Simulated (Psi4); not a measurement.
# MoCl4O (SMILES O=[Mo](Cl)(Cl)(Cl)Cl): MP3/def2-SVP (core potential)

What is the energy change on altering one bond length of MoCl4O at MP3/def2-SVP (core potential)? 

The calculation is run with Psi4 1.11.

19 further runs of the same task are left out: 18 that didn't finish, 1 set aside as unsound or not needed.

### Step 1. The molecule

MoCl4O has 6 atoms, charge 0, and is taken as a singlet. As SMILES, `O=[Mo](Cl)(Cl)(Cl)Cl`. Geometry: relaxed at PBE0-D4/def2-TZVP.

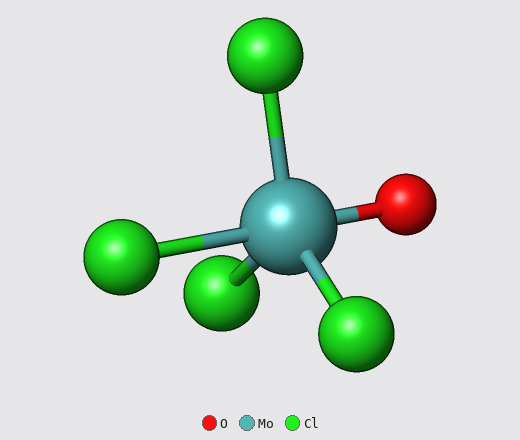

Viewed from a chosen angle; oxygen red, molybdenum teal, chlorine green.

### Step 2. A single-point energy at MP3/def2-SVP (core potential)

The input, input.in:

```
memory 1600 MB

molecule {
  0 1
  O     -0.647300    -1.552840     0.739910
  Mo    -0.060260    -0.144860     0.068810
  Cl     2.064980    -0.754570     0.382320
  Cl    -1.047850    -0.541190    -1.894310
  Cl     0.775250     1.861870    -0.884910
  Cl    -1.084830     1.131590     1.588170
  units angstrom
  symmetry c1
  no_reorient
  no_com
}

set globals {
  basis def2-SVP
  puream true
  e_convergence 1e-09
  d_convergence 1e-08
  scf_type pk
  num_frozen_docc 21
  mp_type conv
}

energy("mp3")
print_variables()
```

Command:

```sh
$ psi4 -n 1 input.in input.out
```

input.out:

```text
[...]
    !!!  WARNING: ECP capability is in beta. Please check occupations closely.  !!!
[...]
  Running in c1 symmetry.
[...]
  Nuclear repulsion =  614.411582442845543
[...]
  Multiplicity = 1
[...]
  Nalpha       = 45
  Nbeta        = 45
[...]
    Number of basis functions: 117
[...]
   @RHF iter   1: -1979.09902361863442   -2.74963e-01   9.75390e-03 DIIS/ADIIS
[...]
   @RHF iter  18: -1979.79390415119565   -9.32232e-12   8.46196e-09 DIIS
[...]
    Orbital Energies [Eh]
    ---------------------
    Doubly Occupied:
       1A   -104.852516     2A   -104.852467     3A   -104.852360
       4A   -104.774819     5A    -20.688295     6A    -10.616595
       7A    -10.616547     8A    -10.616439     9A    -10.538836
      10A     -8.090824    11A     -8.090775    12A     -8.090668
      13A     -8.088266    14A     -8.088218    15A     -8.088110
      16A     -8.087528    17A     -8.087479    18A     -8.087371
      19A     -8.012695    20A     -8.011004    21A     -8.011003
      22A     -3.323837    23A     -2.172257    24A     -2.147475
      25A     -2.147470    26A     -1.314152    27A     -1.142105
      28A     -1.127186    29A     -1.127087    30A     -1.061906
      31A     -0.692244    32A     -0.652150    33A     -0.652137
      34A     -0.606100    35A     -0.606026    36A     -0.592336
[...]
  @RHF Final Energy: -1979.79390415119565
   => Energetics <=
    Nuclear Repulsion Energy =            614.4115824428455426
    One-Electron Energy =               -3982.2737378880215147
    Two-Electron Energy =                1388.0682512939804383
    Total Energy =                      -1979.7939041511956475
[...]
 Multipole Moments:
 ------------------------------------------------------------------------------------
     Multipole            Electronic (a.u.)      Nuclear  (a.u.)        Total (a.u.)
 ------------------------------------------------------------------------------------
 L = 1.  Multiply by 2.5417464519 to convert [e a0] to [Debye]
 Dipole X            :        -11.5360613           11.3502809           -0.1857804
 Dipole Y            :        -27.6791958           27.2312180           -0.4479777
 Dipole Z            :         13.1856233          -12.9744627            0.2111606
 Magnitude           :                                                    0.5289491
[...]
	SCS-MP2 Total Energy (a.u.)        : -1980.93407997714826
	SOS-MP2 Total Energy (a.u.)        : -1980.89388157946178
[...]
	SOS-PI-MP2 Total Energy (a.u.)     : -1980.97849522778984
[...]
	MP2 Total Energy (a.u.)            : -1981.01447677252122
[...]
	SCS-MP3 Total Energy (a.u.)        : -1980.90486356747556
[...]
	MP3 Total Energy (a.u.)            : -1980.89761113383020
[...]
```

Wall time 23 s (1 thread of Intel Xeon Platinum 8259CL at 2.50GHz (Skylake/Cascade Lake), shared host); peak memory 1.2 GiB.

### Step 3. The distorted shape at the same level

The input, job.dat:

```
memory 1.6 GB

molecule mol {
  O
  Mo 1 1.666553
  Cl 2 2.233088 1 92.75295
  Cl 2 2.232992 1 92.76733 3 119.95731
  Cl 2 4.2727 4 87.27718 1 -179.95608
  Cl 2 2.233276 1 92.71211 3 -120.03774
  symmetry c1
  no_reorient
  no_com
}

set {
  basis def2-SVP
  puream true
  e_convergence 1e-09
  d_convergence 1e-08
  scf_type pk
  num_frozen_docc 21
  mp_type conv
}

e_tot, wfn = energy("mp3", return_wfn=True)
```

Command:

```sh
$ psi4 job.dat job.out -n 1
```

job.out:

```text
[...]
    !!!  WARNING: ECP capability is in beta. Please check occupations closely.  !!!
[...]
  Running in c1 symmetry.
[...]
  Nuclear repulsion =  537.962414063625602
[...]
  Multiplicity = 1
[...]
  Nalpha       = 45
  Nbeta        = 45
[...]
    Number of basis functions: 117
[...]
   @RHF iter   1: -1978.85834380904839   -3.47166e-01   1.00871e-02 ADIIS/DIIS
[...]
   @RHF iter  31: -1979.64888434109548   -4.34284e-11   9.96605e-09 DIIS
[...]
    Orbital Energies [Eh]
    ---------------------
    Doubly Occupied:
       1A   -104.924763     2A   -104.924726     3A   -104.924654
       4A   -104.595846     5A    -20.780481     6A    -10.687536
       7A    -10.687501     8A    -10.687430     9A    -10.354133
      10A     -8.161550    11A     -8.161516    12A     -8.161444
      13A     -8.158957    14A     -8.158922    15A     -8.158850
      16A     -8.158361    17A     -8.158327    18A     -8.158256
      19A     -7.828344    20A     -7.827378    21A     -7.827378
      22A     -3.400394    23A     -2.250502    24A     -2.223298
      25A     -2.223297    26A     -1.390352    27A     -1.204625
      28A     -1.190205    29A     -1.190136    30A     -0.861462
      31A     -0.751531    32A     -0.724164    33A     -0.724144
      34A     -0.671407    35A     -0.671346    36A     -0.646430
[...]
  @RHF Final Energy: -1979.64888434109548
   => Energetics <=
    Nuclear Repulsion Energy =            537.9624140636256016
    One-Electron Energy =               -3827.4461469055340785
    Two-Electron Energy =                1309.8348485008129956
    Total Energy =                      -1979.6488843410954814
[...]
 Multipole Moments:
 ------------------------------------------------------------------------------------
     Multipole            Electronic (a.u.)      Nuclear  (a.u.)        Total (a.u.)
 ------------------------------------------------------------------------------------
 L = 1.  Multiply by 2.5417464519 to convert [e a0] to [Debye]
 Dipole X            :          0.0346718           -0.0284913            0.0061806
 Dipole Y            :         -0.0109894            0.0093868           -0.0016025
 Dipole Z            :        -37.8408532           32.5865430           -5.2543101
 Magnitude           :                                                    5.2543140
[...]
	SCS-MP2 Total Energy (a.u.)        : -1980.79682474665037
	SOS-MP2 Total Energy (a.u.)        : -1980.75708841658638
[...]
	SOS-PI-MP2 Total Energy (a.u.)     : -1980.84233488393193
[...]
	MP2 Total Energy (a.u.)            : -1980.87629740677789
[...]
	SCS-MP3 Total Energy (a.u.)        : -1980.76243072946886
[...]
	MP3 Total Energy (a.u.)            : -1980.73872133805207
[...]
```

Wall time 23 s (1 thread of Intel Xeon Platinum 8259CL at 2.50GHz (Skylake/Cascade Lake), shared host); peak memory 1.2 GiB.

### Step 4. Outcome

At MP3/def2-SVP (core potential), 21 core orbitals frozen:

| quantity | value |
| --- | --- |
| first shape: total energy | -1980.89761 Eh |
| first shape: HOMO energy (Hartree–Fock orbitals) | -11.96 eV |
| first shape: LUMO energy (Hartree–Fock orbitals) | -1.96 eV |
| first shape: HOMO–LUMO gap (Hartree–Fock orbitals) | 10.01 eV |
| first shape: correlation energy (21 core orbitals frozen) | -1103.7 mEh |
| distorted shape: total energy | -1980.73872 Eh |
| distorted shape: HOMO energy (Hartree–Fock orbitals) | -7.54 eV |
| distorted shape: LUMO energy (Hartree–Fock orbitals) | -3.95 eV |
| distorted shape: HOMO–LUMO gap (Hartree–Fock orbitals) | 3.59 eV |
| distorted shape: correlation energy (21 core orbitals frozen) | -1089.8 mEh |
| energy change with the Mo2–Cl5 bond stretched from 2.374 to 4.273 Å | 4.324 eV |

One bond (distorted shape) is far stretched, which a spin-restricted single reference describes badly; perturbation theory on it can break down and give far too much correlation. With the Mo2–Cl5 bond stretched from 2.374 to 4.273 Å the energy rises by 4.32 eV (100 kcal/mol). The first shape isn't relaxed at this level, so the change isn't measured from a minimum. A restricted reference can't describe the breaking bond well at this length.
